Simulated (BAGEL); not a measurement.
# ROHF/6-31G(d) (density fitting with qzvpp-jkfit, spherical functions) run of GeSiH5S (SMILES [SiH2][S][GeH3])

What is the vertical doublet–quartet gap of GeSiH5S at ROHF/6-31G* (density fitting with qzvpp-jkfit, spherical functions)? 

Program for the calculation: BAGEL 1.2.2.

### 1 The structure to begin with

GeSiH5S has 8 atoms, charge 0, and is taken as a doublet. SMILES: `[SiH2][S][GeH3]`. The coordinates come from a PBE0-D4/def2-TZVP relaxation. This is one conformer, not always the lowest.

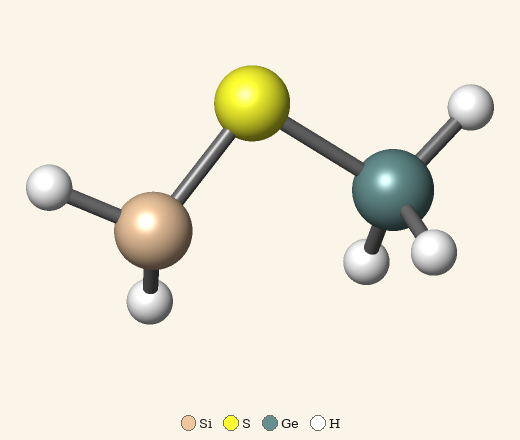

The structure, seen from a chosen angle (silicon light orange, sulfur yellow, germanium teal, hydrogen white).

### 2 The energy at ROHF/6-31G(d) (density fitting with qzvpp-jkfit, spherical functions)

input.json reads:

```json
{ "bagel" : [

{
  "title" : "molecule",
  "basis" : "6-31gs.json",
  "df_basis" : "qzvpp-jkfit",
  "angstrom" : true,
  "geometry" : [
    { "atom" : "Si", "xyz" : [      -0.878000,       1.488200,      -0.662000 ] },
    { "atom" : "S", "xyz" : [       1.044600,       0.591100,      -0.762500 ] },
    { "atom" : "Ge", "xyz" : [       0.739700,      -1.018400,       0.752500 ] },
    { "atom" : "H", "xyz" : [      -1.958600,       0.475700,      -0.855700 ] },
    { "atom" : "H", "xyz" : [      -0.926300,       2.513700,      -1.740000 ] },
    { "atom" : "H", "xyz" : [       0.538900,      -0.391700,       2.139300 ] },
    { "atom" : "H", "xyz" : [       2.019500,      -1.860500,       0.710100 ] },
    { "atom" : "H", "xyz" : [      -0.487400,      -1.855100,       0.362700 ] }
  ]
},

{ "title" : "rohf", "nopen" : 1 },

{ "title" : "print", "file" : "orbitals.molden", "orbitals" : true }

]}
```

The basis set 6-31G* is read from a file made from the Basis Set Exchange's data (not shown).

Command:

```bash
$ BAGEL_NUM_THREADS=1 BAGEL input.json > input.out
```

Output:

```text
* using 1 threads per process

  ===============================================================
  ===============================================================

  *** Geometry ***

  { "atom" : "Si", "xyz" : [     -1.659180,      2.812290,     -1.250999 ] },
  { "atom" : "S", "xyz" : [      1.974008,      1.117017,     -1.440916 ] },
  { "atom" : "Ge", "xyz" : [      1.397830,     -1.924497,      1.422019 ] },
  { "atom" : "H", "xyz" : [     -3.701218,      0.898943,     -1.617039 ] },
  { "atom" : "H", "xyz" : [     -1.750453,      4.750205,     -3.288123 ] },
  { "atom" : "H", "xyz" : [      1.018373,     -0.740206,      4.042691 ] },
  { "atom" : "H", "xyz" : [      3.816302,     -3.515835,      1.341895 ] },
  { "atom" : "H", "xyz" : [     -0.921053,     -3.505631,      0.685404 ] },

  Number of auxiliary basis functions:      612

  Since a DF basis is specified, we compute 2- and 3-index integrals:
    o Being stored without compression. Storage requirement is 0.030 GB

  Number of basis functions:       78
  Number of electrons      :       67

    * METHOD: MOLECULE                             0.58

  *** Open-shell HF ***

  === Nuclear Repulsion ===
   321.8778287080

      * DIIS with orbital gradients will be used.

  === ROHF iteration (6-31gs.json) ===
      0      -2764.34864881          0.01379028           0.28
      1      -2764.39687433          0.00530178           0.26
      2      -2764.40356008          0.00238302           0.26
      3      -2764.40506091          0.00092716           0.26
      4      -2764.40547949          0.00031135           0.26
      5      -2764.40560507          0.00012643           0.27
      6      -2764.40563061          0.00002320           0.27
      7      -2764.40565277          0.00000796           0.27
      8      -2764.40565554          0.00000319           0.27
      9      -2764.40565584          0.00000072           0.28
     10      -2764.40565610          0.00000029           0.26
     11      -2764.40565614          0.00000013           0.25
     12      -2764.40565614          0.00000005           0.26
     13      -2764.40565615          0.00000002           0.26
     14      -2764.40565615          0.00000001           0.26
    * SCF iteration converged.

    * S^2 (ROHF) is 0.7500

    * Permanent dipole moment:
           (    0.437618,     0.286587,    -0.509844) a.u.

    * METHOD: ROHF                                 4.33

    * METHOD: PRINT                                0.01

  ===============================================================
```

Wall time 5.1 s (1 thread of Arm Neoverse V1, shared host); peak memory 0.15 GiB.

### 3 The quartet, same level

input.json reads:

```json
{ "bagel": [

{
  "title": "molecule",
  "basis": "6-31gs.json",
  "df_basis": "qzvpp-jkfit",
  "angstrom": true,
  "geometry": [
    { "atom": "Si", "xyz": [      -0.878000,       1.488200,      -0.662000 ] },
    { "atom": "S", "xyz": [       1.044600,       0.591100,      -0.762500 ] },
    { "atom": "Ge", "xyz": [       0.739700,      -1.018400,       0.752500 ] },
    { "atom": "H", "xyz": [      -1.958600,       0.475700,      -0.855700 ] },
    { "atom": "H", "xyz": [      -0.926300,       2.513700,      -1.740000 ] },
    { "atom": "H", "xyz": [       0.538900,      -0.391700,       2.139300 ] },
    { "atom": "H", "xyz": [       2.019500,      -1.860500,       0.710100 ] },
    { "atom": "H", "xyz": [      -0.487400,      -1.855100,       0.362700 ] }
  ]
},

{
  "title": "rohf",
  "nopen": 3
},

{
  "title": "print",
  "file": "orbitals.molden",
  "orbitals": true
}

]}
```

The basis set 6-31G* is read from a file made from the Basis Set Exchange's data (not shown).

Command:

```bash
$ BAGEL_NUM_THREADS=1 BAGEL input.json > input.out
```

Output:

```text
* using 1 threads per process

  ===============================================================
  ===============================================================

  *** Geometry ***

  { "atom" : "Si", "xyz" : [     -1.659180,      2.812290,     -1.250999 ] },
  { "atom" : "S", "xyz" : [      1.974008,      1.117017,     -1.440916 ] },
  { "atom" : "Ge", "xyz" : [      1.397830,     -1.924497,      1.422019 ] },
  { "atom" : "H", "xyz" : [     -3.701218,      0.898943,     -1.617039 ] },
  { "atom" : "H", "xyz" : [     -1.750453,      4.750205,     -3.288123 ] },
  { "atom" : "H", "xyz" : [      1.018373,     -0.740206,      4.042691 ] },
  { "atom" : "H", "xyz" : [      3.816302,     -3.515835,      1.341895 ] },
  { "atom" : "H", "xyz" : [     -0.921053,     -3.505631,      0.685404 ] },

  Number of auxiliary basis functions:      612

  Since a DF basis is specified, we compute 2- and 3-index integrals:
    o Being stored without compression. Storage requirement is 0.030 GB

  Number of basis functions:       78
  Number of electrons      :       67

    * METHOD: MOLECULE                             0.46

  *** Open-shell HF ***

  === Nuclear Repulsion ===
   321.8778287080

      * DIIS with orbital gradients will be used.

  === ROHF iteration (6-31gs.json) ===
      0      -2764.11352350          0.01363428           0.27
      1      -2764.17454338          0.00532630           0.26
      2      -2764.18703362          0.00243474           0.27
      3      -2764.19046443          0.00116109           0.27
      4      -2764.19157629          0.00040118           0.27
      5      -2764.19187243          0.00029396           0.27
      6      -2764.19198306          0.00022792           0.26
      7      -2764.19211643          0.00016458           0.26
      8      -2764.19224140          0.00006767           0.27
      9      -2764.19226746          0.00003247           0.27
     10      -2764.19227092          0.00001620           0.28
     11      -2764.19227086          0.00000831           0.27
     12      -2764.19227133          0.00000483           0.27
     13      -2764.19227155          0.00000339           0.28
     14      -2764.19227169          0.00000231           0.28
     15      -2764.19227177          0.00000156           0.28
     16      -2764.19227194          0.00000103           0.27
     17      -2764.19227198          0.00000084           0.28
     18      -2764.19227200          0.00000053           0.28
     19      -2764.19227199          0.00000030           0.28
     20      -2764.19227201          0.00000018           0.28
     21      -2764.19227201          0.00000012           0.27
     22      -2764.19227202          0.00000007           0.28
     23      -2764.19227203          0.00000005           0.28
     24      -2764.19227203          0.00000003           0.27
     25      -2764.19227203          0.00000002           0.28
     26      -2764.19227203          0.00000001           0.28
     27      -2764.19227203          0.00000001           0.28
    * SCF iteration converged.

    * S^2 (ROHF) is 3.7500

    * Permanent dipole moment:
           (    0.284197,    -1.004793,     0.660446) a.u.

    * METHOD: ROHF                                 8.00

    * METHOD: PRINT                                0.01

  ===============================================================
```

Wall time 8.7 s (1 thread of Arm Neoverse V1, shared host); peak memory 0.15 GiB.

### 4 Summary of results

At ROHF/6-31G* (density fitting with qzvpp-jkfit, spherical functions):

| quantity | value |
| --- | --- |
| doublet: total energy | -2764.40566 Eh |
| doublet: dipole moment | 1.86 D |
| doublet: ⟨S²⟩ | 0.750 |
| quartet: total energy | -2764.19227 Eh |
| quartet: dipole moment | 3.14 D |
| quartet: ⟨S²⟩ | 3.750 |
| vertical energy of the quartet above the doublet | 5.806 eV |

What this shows: At this shape the quartet lies 5.81 eV (560 kJ/mol) above the doublet.
